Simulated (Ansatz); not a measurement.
# F2H4N2Si2: up Jacob's ladder to CCSD(T)

Aim: compute F2H4N2Si2 with functionals from several rungs and with coupled cluster, and see how far each lands from CCSD(T) at the basis-set limit for the atomisation energy.

Program: Ansatz 0.2.0, Gaussian basis. Level of theory: functionals in def2-TZVPP, the program's frozen cores in correlated methods. These are calculated values, not measurements.

The runs, in order: LDA (SPW92), PBE-D4, revPBE-D4, BLYP-D4, r2SCAN-D4, B97M-V, PBE0-D4, B3LYP-D4, r2SCANh-D4, r2SCAN0-D4, HSE06-D4, BHLYP-D4, CAM-B3LYP-D4, LC-ωPBE, ωB97X-V, ωB97M-V, B2PLYP, PBE-QIDH; CCSD(T)/def2-SVP; CCSD(T)/def2-TZVPP; MP2/def2-QZVPP; extrapolation to the limit; RPA on PBE.

**1. The geometry**

The geometry comes from an earlier relaxation with PBE0-D4 in a triple-zeta def2 set; it is a stationary point, not always the lowest conformer.

SMILES `F[Si@H]1N[Si@@H](F)N1`, 10 atoms, charge 0, spin multiplicity 1.

Atoms are counted from 1 here; the program's logs count them from 0.

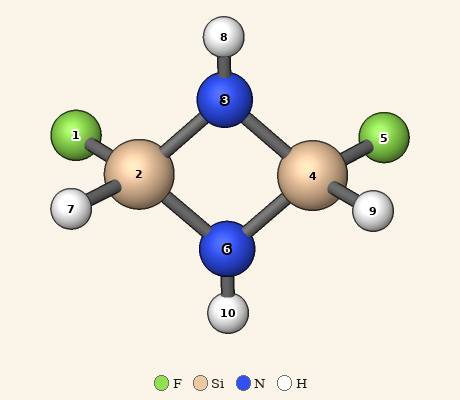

The geometry (fluorine green, silicon light orange, nitrogen blue, hydrogen white); atoms are numbered from 1 in the order of the file.

Geometry (Å):

```
F     0.46980   -1.14762   -2.20720
Si    0.75952   -0.67551   -0.71508
N    -0.49324   -0.99471    0.41558
Si   -0.72424    0.67343    0.75265
F    -2.16581    1.24854    0.39992
N     0.50304    0.99431   -0.40531
H     2.09710   -1.22206   -0.41907
H    -0.90752   -1.83465    0.76894
H    -0.48585    1.12626    2.13598
H     0.94719    1.83201   -0.72641
```

**2. LDA**

This LDA is Slater exchange with PW92 correlation.

The input, in.yaml:

```yaml
crystal:
  periodic: [false, false, false]
  atoms:
    - {symbol: F, position_ang: [0.469797, -1.147622, -2.207203]}
    - {symbol: Si, position_ang: [0.759521, -0.675507, -0.715075]}
    - {symbol: N, position_ang: [-0.493236, -0.994707, 0.415578]}
    - {symbol: Si, position_ang: [-0.724241, 0.673430, 0.752652]}
    - {symbol: F, position_ang: [-2.165807, 1.248536, 0.399922]}
    - {symbol: N, position_ang: [0.503036, 0.994315, -0.405307]}
    - {symbol: H, position_ang: [2.097105, -1.222064, -0.419068]}
    - {symbol: H, position_ang: [-0.907524, -1.834655, 0.768935]}
    - {symbol: H, position_ang: [-0.485848, 1.126257, 2.135979]}
    - {symbol: H, position_ang: [0.947187, 1.832008, -0.726412]}
basis:
  gaussian: {orbitals: def2-TZVPP}
hamiltonian: {xc: lda}
output: {orbitals: {seedname: orbitals}}
```

Launch:

```bash
ansatz run in.yaml --threads 4 --pin off --events-out ev --progress --plain --max-ram 10444MiB
```

Output:

```text
Functional definition: SPW92
  name "SPW92"
  cite "Dirac, Proc. Camb. Phil. Soc. 26, 376 (1930) doi:10.1017/S0305004100016108"
  cite "Slater, Phys. Rev. 81, 385 (1951) doi:10.1103/PhysRev.81.385"
  cite "Perdew & Wang, Phys. Rev. B 45, 13244 (1992) doi:10.1103/PhysRevB.45.13244"
  exchange = slater_x
  correlation = pw_c
1434 factors; their error is unknown
mean field evaluation 1: about -24103.7959 eV, gradient 1.1e2 eV
mean field evaluation 2: about -24031.5733 eV, gradient 1.9e2 eV
mean field evaluation 4: about -24122.8641 eV, gradient 2.2e1 eV
mean field evaluation 8: about -24123.5169 eV, gradient 2.4e-1 eV
mean field evaluation 16: about -24123.4837 eV, gradient 1.0e-4 eV
mean field -24123.48367608 eV, -886.5216736115 hartree, gradient 2.5e-5 eV, S^2 0.000000; 0 other end points of the search recorded, 0 dependent functions left out
reference -24123.48371562 eV, -886.5216750644 hartree; 32, 32 occupied and 232, 232 virtual orbitals, 1434 factors
Total energy: -24123.48371562 eV, -886.5216750644 hartree
```

It took 1.1 s on 4 threads of INTEL XEON PLATINUM 8581C at 2.30GHz, shared host; peak memory 0.39 GiB.

Atomisation energy: 4552.4 kJ/mol (free atoms -24076.302 eV, run apart). HOMO -6.54 eV, LUMO -0.76 eV.

**3. PBE-D4 (GGA)**

Changes to in.yaml since step 2:

```diff
@@ -15,3 +15,3 @@
   gaussian: {orbitals: def2-TZVPP}
-hamiltonian: {xc: lda}
-output: {orbitals: {seedname: orbitals}}
+hamiltonian: {xc: pbe, dispersion: d4}
+output: {forces: true, orbitals: {seedname: orbitals}}
```

The command is unchanged.

Output, cut to the lines that bear on the results:

```text
Functional definition: PBE
  name "PBE"
  cite "Perdew, Burke & Ernzerhof, Phys. Rev. Lett. 77, 3865 (1996) doi:10.1103/PhysRevLett.77.3865"
  parent pbe
[...]
1434 factors; their error is unknown
[...]
mean field -24228.17684060 eV, -890.3690764439 hartree, gradient 5.1e-5 eV, S^2 0.000000; 0 other end points of the search recorded, 0 dependent functions left out
[...]
reference -24228.17688299 eV, -890.3690780019 hartree; 32, 32 occupied and 232, 232 virtual orbitals, 1434 factors
Total energy: -24228.44199873 eV, -890.3788208256 hartree
Atom 0 at     0.469797    -1.147622    -2.207203 Å, force    -0.108663    -0.202159    -0.621406 eV/Å
Atom 1 at     0.759521    -0.675507    -0.715075 Å, force     0.281841    -0.047610     0.227406 eV/Å
Atom 2 at    -0.493236    -0.994707     0.415578 Å, force    -0.077685    -0.164586     0.073466 eV/Å
Atom 3 at    -0.724241     0.673430     0.752652 Å, force     0.210755     0.017977     0.297829 eV/Å
Atom 4 at    -2.165807     1.248536     0.399922 Å, force    -0.600549     0.244920    -0.134848 eV/Å
Atom 5 at     0.503036     0.994315    -0.405307 Å, force     0.081641     0.165061    -0.069961 eV/Å
Atom 6 at     2.097105    -1.222064    -0.419068 Å, force     0.160237    -0.061303     0.045705 eV/Å
Atom 7 at    -0.907524    -1.834655     0.768935 Å, force    -0.146694    -0.302079     0.128781 eV/Å
Atom 8 at    -0.485848     1.126257     2.135979 Å, force     0.038427     0.049288     0.166172 eV/Å
Atom 9 at     0.947187     1.832008    -0.726412 Å, force     0.160691     0.300491    -0.113143 eV/Å
Dipole moment:     0.249613    -0.015062     0.266181 e Å
```

It took 1.8 s on 4 threads of INTEL XEON PLATINUM 8581C at 2.30GHz, shared host; peak memory 0.4 GiB.

Atomisation energy: 4022.4 kJ/mol (free atoms -24186.753 eV, run apart). HOMO -6.34 eV, LUMO -0.51 eV.

**4. revPBE-D4 (GGA)**

Changes to in.yaml since step 3:

```diff
@@ -15,3 +15,3 @@
   gaussian: {orbitals: def2-TZVPP}
-hamiltonian: {xc: pbe, dispersion: d4}
-output: {forces: true, orbitals: {seedname: orbitals}}
+hamiltonian: {xc: {name: revPBE}, dispersion: d4}
+output: {orbitals: {seedname: orbitals}}
```

Same command.

Output:

```text
Functional definition: revPBE
  name "revPBE"
  cite "Zhang & Yang, Phys. Rev. Lett. 80, 890 (1998) doi:10.1103/PhysRevLett.80.890"
  cite "Perdew, Burke & Ernzerhof, Phys. Rev. Lett. 77, 3865 (1996) doi:10.1103/PhysRevLett.77.3865"
  parameter kappa = 1.245
  parameter beta = 0.06672455060314922
  exchange = pbe_x(kappa = kappa, mu = beta*pi^2/3)
  correlation = pbe_c(beta = beta)
1434 factors; their error is unknown
mean field evaluation 1: about -24219.8924 eV, gradient 1.0e2 eV
mean field evaluation 2: about -24154.7026 eV, gradient 1.8e2 eV
mean field evaluation 4: about -24238.1063 eV, gradient 1.9e1 eV
mean field evaluation 8: about -24238.6255 eV, gradient 2.1e-1 eV
mean field evaluation 16: about -24238.5920 eV, gradient 1.3e-4 eV
mean field -24238.59195581 eV, -890.7518248683 hartree, gradient 5.7e-5 eV, S^2 0.000000; 0 other end points of the search recorded, 0 dependent functions left out
reference -24238.59200852 eV, -890.7518268055 hartree; 32, 32 occupied and 232, 232 virtual orbitals, 1434 factors
Total energy: -24239.38102516 eV, -890.7808226320 hartree
```

Run time: 1.5 s. Hardware: 4 threads of INTEL XEON PLATINUM 8581C at 2.30GHz, shared host; peak memory 0.4 GiB.

With the free atoms at this level, -24198.881 eV in sum, the atomisation energy is 3907.7 kJ/mol. HOMO -6.27 eV, LUMO -0.40 eV.

**5. BLYP-D4 (GGA)**

Changes to in.yaml since step 4:

```diff
@@ -15,3 +15,3 @@
   gaussian: {orbitals: def2-TZVPP}
-hamiltonian: {xc: {name: revPBE}, dispersion: d4}
+hamiltonian: {xc: {name: BLYP}, dispersion: d4}
 output: {orbitals: {seedname: orbitals}}
```

Launched as before.

Output:

```text
Functional definition: BLYP
  name "BLYP"
  cite "Becke, Phys. Rev. A 38, 3098 (1988) doi:10.1103/PhysRevA.38.3098"
  cite "Lee, Yang & Parr, Phys. Rev. B 37, 785 (1988) doi:10.1103/PhysRevB.37.785"
  parameter beta = 0.0042
  parameter a = 0.04918
  parameter b = 0.132
  parameter c = 0.2533
  parameter d = 0.349
  exchange = b88_x(beta = beta)
  correlation = lyp_c(a = a, b = b, c = c, d = d)
1434 factors; their error is unknown
mean field evaluation 1: about -24221.6443 eV, gradient 1.1e2 eV
mean field evaluation 2: about -24140.1313 eV, gradient 2.0e2 eV
mean field evaluation 4: about -24242.9423 eV, gradient 2.1e1 eV
mean field evaluation 8: about -24243.6150 eV, gradient 2.4e-1 eV
mean field evaluation 16: about -24243.5815 eV, gradient 1.4e-4 eV
mean field -24243.58147823 eV, -890.9351864350 hartree, gradient 7.8e-5 eV, S^2 0.000000; 0 other end points of the search recorded, 0 dependent functions left out
reference -24243.58183100 eV, -890.9351993991 hartree; 32, 32 occupied and 232, 232 virtual orbitals, 1434 factors
Total energy: -24244.16755033 eV, -890.9567241877 hartree
```

It took 1.6 s on 4 threads of INTEL XEON PLATINUM 8581C at 2.30GHz, shared host; peak memory 0.4 GiB.

With the free atoms at this level, -24203.047 eV in sum, the atomisation energy is 3967.5 kJ/mol. HOMO -6.19 eV, LUMO -0.41 eV.

**6. r2SCAN-D4 (meta-GGA)**

Changes to in.yaml since step 5:

```diff
@@ -15,3 +15,3 @@
   gaussian: {orbitals: def2-TZVPP}
-hamiltonian: {xc: {name: BLYP}, dispersion: d4}
-output: {orbitals: {seedname: orbitals}}
+hamiltonian: {xc: r2scan, dispersion: d4}
+output: {forces: true, orbitals: {seedname: orbitals}}
```

Launched as before.

Output, cut to the lines that bear on the results:

```text
Functional definition: r2SCAN
  name "r2SCAN"
  cite "Furness, Kaplan, Ning, Perdew & Sun, J. Phys. Chem. Lett. 11, 8208 (2020) doi:10.1021/acs.jpclett.0c02405"
  cite "Furness, Kaplan, Ning, Perdew & Sun, J. Phys. Chem. Lett. 11, 9248 (2020) doi:10.1021/acs.jpclett.0c03077"
  parent r2scan
[...]
1434 factors; their error is unknown
[...]
mean field -24240.10775063 eV, -890.8075293004 hartree, gradient 3.1e-5 eV, S^2 0.000000; 0 other end points of the search recorded, 0 dependent functions left out
[...]
reference -24240.10776249 eV, -890.8075297364 hartree; 32, 32 occupied and 232, 232 virtual orbitals, 1434 factors
Total energy: -24240.16975437 eV, -890.8098078959 hartree
Atom 0 at     0.469797    -1.147622    -2.207203 Å, force    -0.012945    -0.014160    -0.050907 eV/Å
Atom 1 at     0.759521    -0.675507    -0.715075 Å, force     0.083768    -0.036901     0.013688 eV/Å
Atom 2 at    -0.493236    -0.994707     0.415578 Å, force    -0.035574    -0.059288     0.019366 eV/Å
Atom 3 at    -0.724241     0.673430     0.752652 Å, force     0.010137     0.031069     0.086630 eV/Å
Atom 4 at    -2.165807     1.248536     0.399922 Å, force    -0.048848     0.018343    -0.015404 eV/Å
Atom 5 at     0.503036     0.994315    -0.405307 Å, force     0.024980     0.060556    -0.031304 eV/Å
Atom 6 at     2.097105    -1.222064    -0.419068 Å, force    -0.022805     0.010748    -0.001422 eV/Å
Atom 7 at    -0.907524    -1.834655     0.768935 Å, force    -0.012212    -0.027262     0.012069 eV/Å
Atom 8 at    -0.485848     1.126257     2.135979 Å, force    -0.000648    -0.009570    -0.023368 eV/Å
Atom 9 at     0.947187     1.832008    -0.726412 Å, force     0.014147     0.026467    -0.009349 eV/Å
Dipole moment:     0.255709    -0.015437     0.272688 e Å
```

Wall time 2.8 s (4 threads of INTEL XEON PLATINUM 8581C at 2.30GHz, shared host); peak memory 0.43 GiB.

Atomisation energy: 3965.2 kJ/mol (free atoms -24199.073 eV, run apart). HOMO -6.65 eV, LUMO -0.05 eV.

**7. B97M-V (meta-GGA)**

Changes to in.yaml since step 6:

```diff
@@ -15,3 +15,3 @@
   gaussian: {orbitals: def2-TZVPP}
-hamiltonian: {xc: r2scan, dispersion: d4}
-output: {forces: true, orbitals: {seedname: orbitals}}
+hamiltonian: {xc: {name: B97M-V}}
+output: {orbitals: {seedname: orbitals}}
```

Launched as before.

Output, cut to the lines that bear on the results:

```text
Functional definition: B97M-V
  name "B97M-V"
  cite "Mardirossian & Head-Gordon, J. Chem. Phys. 142, 074111 (2015) doi:10.1063/1.4907719"
  cite "Becke, J. Chem. Phys. 107, 8554 (1997) doi:10.1063/1.475007"
  cite "Vydrov & Van Voorhis, J. Chem. Phys. 133, 244103 (2010) doi:10.1063/1.3521275"
  # Of w^i u^j: cxij and so on, Table III.
[...]
  gx(w, u) = cx00 + cx01*u + cx02*u^2 + (cx10 + cx11*u)*w
  gss(w, u) = css00 + css02*u^2 + css10*w + (css32*w^3 + css42*w^4)*u^2
  gos(w, u) = cos00 + cos01*u + cos03*u^3 + cos10*w + cos32*w^3*u^2
[...]
      + integral(e_c_pw_mod_opposite_spin*gos(b97_w_opposite, b97_u_opposite)) + vv10(b, c)
1434 factors; their error is unknown
[...]
mean field -24238.82390090 eV, -890.7603486931 hartree, gradient 4.7e-5 eV, S^2 0.000000; 0 other end points of the search recorded, 0 dependent functions left out
reference -24238.82396379 eV, -890.7603510044 hartree; 32, 32 occupied and 232, 232 virtual orbitals, 1434 factors
Total energy: -24238.82396379 eV, -890.7603510044 hartree
```

Run time: 4.5 s. Hardware: 4 threads of INTEL XEON PLATINUM 8581C at 2.30GHz, shared host; peak memory 0.49 GiB.

With the free atoms at this level, -24197.557 eV in sum, the atomisation energy is 3981.7 kJ/mol. HOMO -6.75 eV, LUMO -0.28 eV.

**8. PBE0-D4 (hybrid)**

Changes to in.yaml since step 7:

```diff
@@ -15,3 +15,3 @@
   gaussian: {orbitals: def2-TZVPP}
-hamiltonian: {xc: {name: B97M-V}}
+hamiltonian: {xc: pbe0, dispersion: d4}
 output: {orbitals: {seedname: orbitals}}
```

Launched as before.

Output:

```text
Functional definition: PBE0
  name "PBE0"
  cite "Adamo & Barone, J. Chem. Phys. 110, 6158 (1999) doi:10.1063/1.478522"
  cite "Perdew, Burke & Ernzerhof, Phys. Rev. Lett. 77, 3865 (1996) doi:10.1103/PhysRevLett.77.3865"
  parent pbe
  parameter a = 0.25
  parameter kappa = 0.804
  parameter beta = 0.06672455060314922
  exchange = (1 - a)*pbe_x(kappa = kappa, mu = beta*pi^2/3) + a*exact_x
  correlation = pbe_c(beta = beta)
1440 factors; their error is unknown
mean field evaluation 1: about -24217.1244 eV, gradient 8.7e1 eV
mean field evaluation 2: about -24202.1160 eV, gradient 1.2e2 eV
mean field evaluation 4: about -24229.8694 eV, gradient 5.0e0 eV
mean field evaluation 8: about -24229.9106 eV, gradient 3.0e-2 eV
mean field evaluation 16: about -24229.9715 eV, gradient 3.7e-5 eV
mean field -24229.97152753 eV, -890.4350299720 hartree, gradient 3.7e-5 eV, S^2 0.000000; 0 other end points of the search recorded, 0 dependent functions left out
reference -24229.97155882 eV, -890.4350311222 hartree; 32, 32 occupied and 232, 232 virtual orbitals, 1440 factors
Total energy: -24230.19431358 eV, -890.4432172086 hartree
```

Run time: 2.8 s. Hardware: 4 threads of INTEL XEON PLATINUM 8581C at 2.30GHz, shared host; peak memory 0.76 GiB.

Atomisation energy: 3938.6 kJ/mol (free atoms -24189.374 eV, run apart). HOMO -7.78 eV, LUMO 0.33 eV.

**9. B3LYP-D4 (hybrid)**

B3LYP here takes the VWN-RPA correlation.

Changes to in.yaml since step 8:

```diff
@@ -15,3 +15,3 @@
   gaussian: {orbitals: def2-TZVPP}
-hamiltonian: {xc: pbe0, dispersion: d4}
-output: {orbitals: {seedname: orbitals}}
+hamiltonian: {xc: {name: B3LYP}, dispersion: d4}
+output: {forces: true, orbitals: {seedname: orbitals}}
```

The command is unchanged.

Output, cut to the lines that bear on the results:

```text
Functional definition: B3LYP
  name "B3LYP"
  cite "Stephens, Devlin, Chabalowski & Frisch, J. Phys. Chem. 98, 11623 (1994) doi:10.1021/j100096a001"
  cite "Becke, Phys. Rev. A 38, 3098 (1988) doi:10.1103/PhysRevA.38.3098"
  cite "Lee, Yang & Parr, Phys. Rev. B 37, 785 (1988) doi:10.1103/PhysRevB.37.785"
  cite "Vosko, Wilk & Nusair, Can. J. Phys. 58, 1200 (1980) doi:10.1139/p80-159"
[...]
1440 factors; their error is unknown
[...]
mean field -24246.28761166 eV, -891.0346350044 hartree, gradient 1.4e-5 eV, S^2 0.000000; 0 other end points of the search recorded, 0 dependent functions left out
[...]
reference -24246.28787443 eV, -891.0346446610 hartree; 32, 32 occupied and 232, 232 virtual orbitals, 1440 factors
Total energy: -24246.71851542 eV, -891.0504704256 hartree
Atom 0 at     0.469797    -1.147622    -2.207203 Å, force    -0.039318    -0.062720    -0.199953 eV/Å
Atom 1 at     0.759521    -0.675507    -0.715075 Å, force     0.289503    -0.124182     0.050450 eV/Å
Atom 2 at    -0.493236    -0.994707     0.415578 Å, force    -0.040596    -0.097171     0.049151 eV/Å
Atom 3 at    -0.724241     0.673430     0.752652 Å, force     0.038533     0.105014     0.298813 eV/Å
Atom 4 at    -2.165807     1.248536     0.399922 Å, force    -0.193014     0.076877    -0.047927 eV/Å
Atom 5 at     0.503036     0.994315    -0.405307 Å, force     0.058547     0.096253    -0.030225 eV/Å
Atom 6 at     2.097105    -1.222064    -0.419068 Å, force    -0.092812     0.038606    -0.018709 eV/Å
Atom 7 at    -0.907524    -1.834655     0.768935 Å, force    -0.004204    -0.004197    -0.001060 eV/Å
Atom 8 at    -0.485848     1.126257     2.135979 Å, force    -0.014876    -0.032428    -0.095830 eV/Å
Atom 9 at     0.947187     1.832008    -0.726412 Å, force    -0.001765     0.003946    -0.004710 eV/Å
Dipole moment:     0.273058    -0.016497     0.291200 e Å
```

Run time: 4 s. Hardware: 4 threads of INTEL XEON PLATINUM 8581C at 2.30GHz, shared host; peak memory 0.84 GiB.

Atomisation energy: 3963.0 kJ/mol (free atoms -24205.645 eV, run apart). HOMO -7.50 eV, LUMO 0.08 eV.

**10. r2SCANh-D4 (hybrid)**

Changes to in.yaml since step 9:

```diff
@@ -15,3 +15,3 @@
   gaussian: {orbitals: def2-TZVPP}
-hamiltonian: {xc: {name: B3LYP}, dispersion: d4}
-output: {forces: true, orbitals: {seedname: orbitals}}
+hamiltonian: {xc: {name: r2SCANh}, dispersion: d4}
+output: {orbitals: {seedname: orbitals}}
```

Same command.

Output, cut to the lines that bear on the results:

```text
Functional definition: r2SCANh
  name "r2SCANh"
  cite "Bursch, Neugebauer, Ehlert & Grimme, J. Chem. Phys. 156, 134105 (2022) doi:10.1063/5.0086040"
  cite "Furness, Kaplan, Ning, Perdew & Sun, J. Phys. Chem. Lett. 11, 8208 (2020) doi:10.1021/acs.jpclett.0c02405"
  cite "Furness, Kaplan, Ning, Perdew & Sun, J. Phys. Chem. Lett. 11, 9248 (2020) doi:10.1021/acs.jpclett.0c03077"
  parent r2scan
[...]
1434 factors; their error is unknown
[...]
mean field -24239.58650712 eV, -890.7883739548 hartree, gradient 2.5e-5 eV, S^2 0.000000; 0 other end points of the search recorded, 0 dependent functions left out
reference -24239.58651792 eV, -890.7883743516 hartree; 32, 32 occupied and 232, 232 virtual orbitals, 1434 factors
Total energy: -24239.65277486 eV, -890.7908092493 hartree
```

It took 3.7 s on 4 threads of INTEL XEON PLATINUM 8581C at 2.30GHz, shared host; peak memory 0.79 GiB.

Atomisation energy: 3932.6 kJ/mol (free atoms -24198.894 eV, run apart). HOMO -7.19 eV, LUMO 0.22 eV.

**11. r2SCAN0-D4 (hybrid)**

Changes to in.yaml since step 10:

```diff
@@ -15,3 +15,3 @@
   gaussian: {orbitals: def2-TZVPP}
-hamiltonian: {xc: {name: r2SCANh}, dispersion: d4}
+hamiltonian: {xc: {name: r2SCAN0}, dispersion: d4}
 output: {orbitals: {seedname: orbitals}}
```

Same command.

Output, cut to the lines that bear on the results:

```text
Functional definition: r2SCAN0
  name "r2SCAN0"
  cite "Bursch, Neugebauer, Ehlert & Grimme, J. Chem. Phys. 156, 134105 (2022) doi:10.1063/5.0086040"
  cite "Furness, Kaplan, Ning, Perdew & Sun, J. Phys. Chem. Lett. 11, 8208 (2020) doi:10.1021/acs.jpclett.0c02405"
  cite "Furness, Kaplan, Ning, Perdew & Sun, J. Phys. Chem. Lett. 11, 9248 (2020) doi:10.1021/acs.jpclett.0c03077"
  parent r2scan
[...]
1440 factors; their error is unknown
[...]
mean field -24238.84344995 eV, -890.7610671076 hartree, gradient 3.6e-5 eV, S^2 0.000000; 0 other end points of the search recorded, 0 dependent functions left out
reference -24238.84345921 eV, -890.7610674476 hartree; 32, 32 occupied and 232, 232 virtual orbitals, 1440 factors
Total energy: -24238.91702409 eV, -890.7637709071 hartree
```

Wall time 3.6 s (4 threads of INTEL XEON PLATINUM 8581C at 2.30GHz, shared host); peak memory 0.79 GiB.

With the free atoms at this level, -24198.643 eV in sum, the atomisation energy is 3885.8 kJ/mol. HOMO -8.00 eV, LUMO 0.62 eV.

**12. HSE06-D4 (hybrid)**

HSE06 is the plane-wave form, built on full-range PBE exchange.

Changes to in.yaml since step 11:

```diff
@@ -15,3 +15,3 @@
   gaussian: {orbitals: def2-TZVPP}
-hamiltonian: {xc: {name: r2SCAN0}, dispersion: d4}
+hamiltonian: {xc: hse06, dispersion: d4}
 output: {orbitals: {seedname: orbitals}}
```

Launched as before.

Output, cut to the lines that bear on the results:

```text
Functional definition: HSE06
  name "HSE06"
  cite "Heyd, Scuseria & Ernzerhof, J. Chem. Phys. 118, 8207 (2003) doi:10.1063/1.1564060"
  cite "Krukau, Vydrov, Izmaylov & Scuseria, J. Chem. Phys. 125, 224106 (2006) doi:10.1063/1.2404663"
  cite "Heyd & Scuseria, J. Chem. Phys. 120, 7274 (2004) doi:10.1063/1.1668634"
  cite "Ernzerhof & Perdew, J. Chem. Phys. 109, 3313 (1998) doi:10.1063/1.476928"
  cite "Perdew, Burke & Ernzerhof, Phys. Rev. Lett. 77, 3865 (1996) doi:10.1103/PhysRevLett.77.3865"
  parent pbe
[...]
  # The whole range is PBE's own exchange, as in plane waves. The composition of these papers is wPBEh.
[...]
1440 factors; their error is unknown
113 factors; integrals over basis functions are off by at most 3.0e-7 eV
[...]
mean field -24229.25587862 eV, -890.4087303599 hartree, gradient 3.1e-5 eV, S^2 0.000000; 0 other end points of the search recorded, 0 dependent functions left out
reference -24229.25592035 eV, -890.4087318933 hartree; 32, 32 occupied and 232, 232 virtual orbitals, 1440 factors
Total energy: -24229.46375502 eV, -890.4163696767 hartree
```

Run time: 3.3 s. Hardware: 4 threads of INTEL XEON PLATINUM 8581C at 2.30GHz, shared host; peak memory 0.8 GiB.

Atomisation energy: 3941.4 kJ/mol (free atoms -24188.614 eV, run apart). HOMO -7.37 eV, LUMO -0.04 eV.

[end of part 1 of 2]
